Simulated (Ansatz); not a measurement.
# AsH3 (SMILES [H][As]([H])[H]) at FCI/STO-3G

Aim: the energy change on altering one bond length of AsH3 at FCI/STO-3G, from 2 runs. 

The calculation is run with Ansatz 0.2.0.

32 further runs of the same task are left out: 2 that didn't finish, 30 set aside as unsound or not needed.

### Step 1. The structure to begin with

AsH3: 4 atoms, total charge 0, spin state singlet. As SMILES, `[H][As]([H])[H]`. The shape comes from GFN2-xTB, which is rough for such elements, and wasn't checked as a minimum.

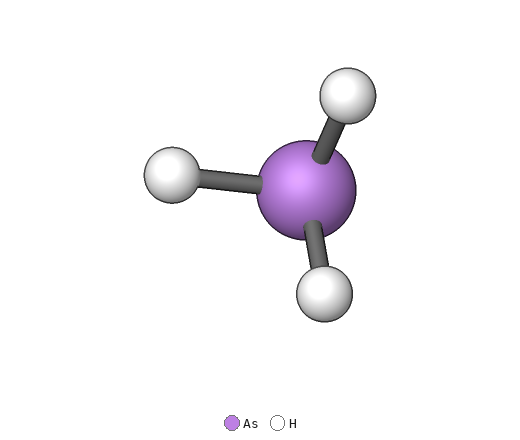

Viewed from a chosen angle; arsenic purple, hydrogen white.

### Step 2. The energy at FCI/STO-3G

in.yaml reads:

```yaml
crystal:
  periodic: [false, false, false]
  atoms:
    - {symbol: As, position_ang: [-0.004370, 0.005540, 0.655970]}
    - {symbol: H, position_ang: [1.216520, -0.029700, -0.207950]}
    - {symbol: H, position_ang: [-0.582780, 1.061080, -0.232340]}
    - {symbol: H, position_ang: [-0.629370, -1.036930, -0.215680]}
basis:
  gaussian: {orbitals: STO-3G}
correlation: {method: fci, frozen_orbitals: {As: 9, H: 0}}
accuracy: high
```

Run with:

```
$ ansatz run in.yaml --threads 1 --pin off --max-ram 2610MiB --events-out events.jsonl --progress --plain --runs-dir runs
```

What it wrote:

```text
Warning: RAYON_NUM_THREADS=1 ignored (pool sized by the plan → 1); use --threads N
Functional definition: HF
  name "HF"
  exchange = exact_x
  correlation = 0
262 factors; integrals over basis functions are off by at most 5.9e-9 eV
mean field evaluation 1: about -60164.5173 eV, gradient 4.9e0 eV
mean field evaluation 2: about -60164.5282 eV, gradient 4.9e0 eV
mean field evaluation 4: about -60164.6426 eV, gradient 1.9e-1 eV
mean field evaluation 8: about -60164.6427 eV, gradient 5.9e-6 eV
mean field -60164.64271204 eV, -2211.0098386079 hartree, gradient 1.1e-8 eV, S^2 0.000000; 0 other end points of the search recorded, 0 dependent functions left out
9 core orbitals not correlated: weight in the atoms' cores, before any rotation towards them, 1.000 or more for the frozen orbitals, at most 0.000 for the correlated occupied ones
reference -60164.64271204 eV, -2211.0098386079 hartree; 9, 9 occupied and 3, 3 virtual orbitals, 262 factors
state -60166.24737757 eV, -2211.0688089785 hartree
Total energy: -60166.24737757 eV, -2211.0688089785 hartree
```

Run time: 0.3 s. Hardware: 1 thread of Arm Neoverse V1, shared host.

### Step 3. The distorted shape at the same level

molecule.yaml reads:

```yaml
crystal:
  periodic: [false, false, false]
  atoms:
    - {symbol: As, position_ang: [-0.309621, 0.014351, 0.871970]}
    - {symbol: H, position_ang: [1.216520, -0.029700, -0.207950]}
    - {symbol: H, position_ang: [-0.888031, 1.069891, -0.016340]}
    - {symbol: H, position_ang: [-0.934621, -1.028119, 0.000320]}
basis:
  gaussian: {orbitals: STO-3G}
total_charge: 0
magnetization: {spin_polarized: false}
correlation: {method: fci, frozen_orbitals: {As: 9, H: 0}}
accuracy: high
```

Run with:

```
$ ansatz run molecule.yaml --threads 1 --pin off --max-ram 2610MiB --events-out events.jsonl --progress --plain --runs-dir runs
```

What it wrote:

```text
Warning: RAYON_NUM_THREADS=1 ignored (pool sized by the plan → 1); use --threads N
Functional definition: HF
  name "HF"
  exchange = exact_x
  correlation = 0
259 factors; integrals over basis functions are off by at most 6.6e-9 eV
mean field evaluation 1: about -60163.0938 eV, gradient 4.2e0 eV
mean field evaluation 2: about -60163.0987 eV, gradient 4.2e0 eV
mean field evaluation 4: about -60163.1909 eV, gradient 2.0e-1 eV
mean field evaluation 8: about -60163.1912 eV, gradient 3.9e-6 eV
mean field -60163.19117357 eV, -2210.9564955530 hartree, gradient 1.0e-8 eV, S^2 0.000000; 0 other end points of the search recorded, 0 dependent functions left out
9 core orbitals not correlated: weight in the atoms' cores, before any rotation towards them, 1.000 or more for the frozen orbitals, at most 0.000 for the correlated occupied ones
reference -60163.19117357 eV, -2210.9564955530 hartree; 9, 9 occupied and 3, 3 virtual orbitals, 259 factors
state -60165.25627514 eV, -2211.0323866359 hartree
Total energy: -60165.25627514 eV, -2211.0323866359 hartree
```

Run time: 0.3 s. Hardware: 1 thread of Arm Neoverse V1, shared host.

### Step 4. Outcome

At FCI/STO-3G, 9 core orbitals frozen:

```
                                                          quantity           value
                                         first shape: total energy  -2211.06881 Eh
          first shape: correlation energy (9 core orbitals frozen)       -59.0 mEh
                                     distorted shape: total energy  -2211.03239 Eh
      distorted shape: correlation energy (9 core orbitals frozen)       -75.9 mEh
energy change with the As1–H2 bond stretched from 1.496 to 1.870 Å        0.991 eV
```

What this shows: With the As1–H2 bond stretched from 1.496 to 1.870 Å the energy rises by 0.99 eV (95.6 kJ/mol). The first shape isn't relaxed at this level, so the change isn't measured from a minimum. The minimal basis adds a large error of its own.
